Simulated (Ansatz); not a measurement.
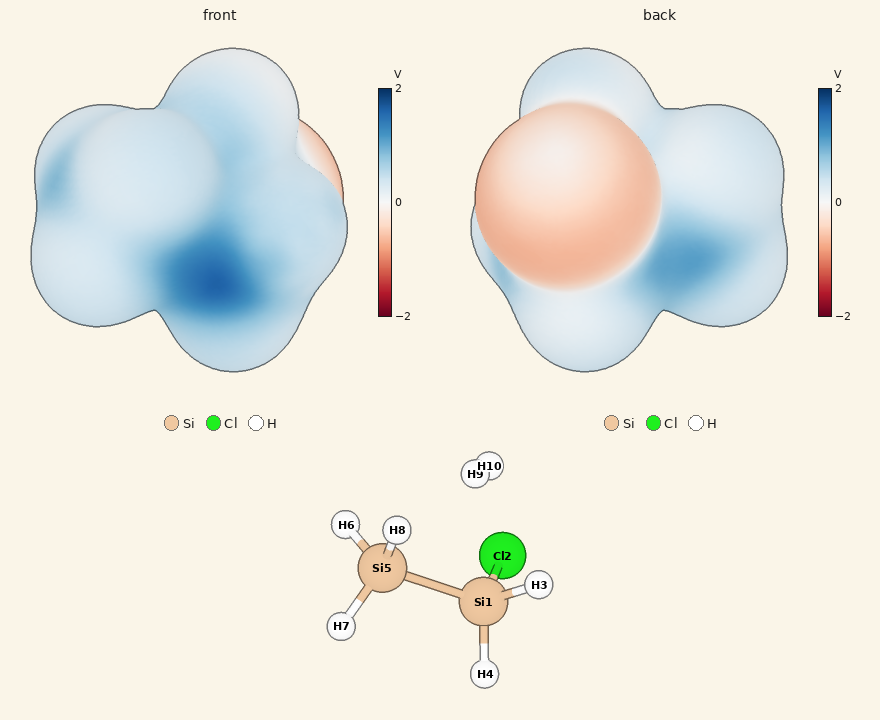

*ClH5Si2···H2. The molecular electrostatic potential painted on the density surface at 0.002 e/bohr³, seen from the front and from behind; the colour scale runs from red (negative) to blue (positive). The bare structure is drawn below in the same view.*

Not at a stationary point (largest force 1.5 eV/Å).

Level of theory: RKS PBE-D4/6-31G* (Ansatz 0.2.0).

```xyz
10

Si   -0.1032    0.1928    0.0351
Cl   -0.1868    0.3482    2.1463
H     1.3402    0.1956   -0.3637
H    -0.7582    1.4290   -0.5016
Si   -1.1635   -1.7620   -0.7571
H    -1.8354   -2.5012    0.3588
H    -2.1674   -1.4231   -1.8178
H    -0.1088   -2.6437   -1.3570
H     0.9920   -2.0993    0.8576
H     1.0273   -1.8441    1.5240
```

Q: Describe the electrostatic potential map.

A: The most negative region (about −0.7 V) lies over Cl2, the most positive (about +1.5 V) over Si1.
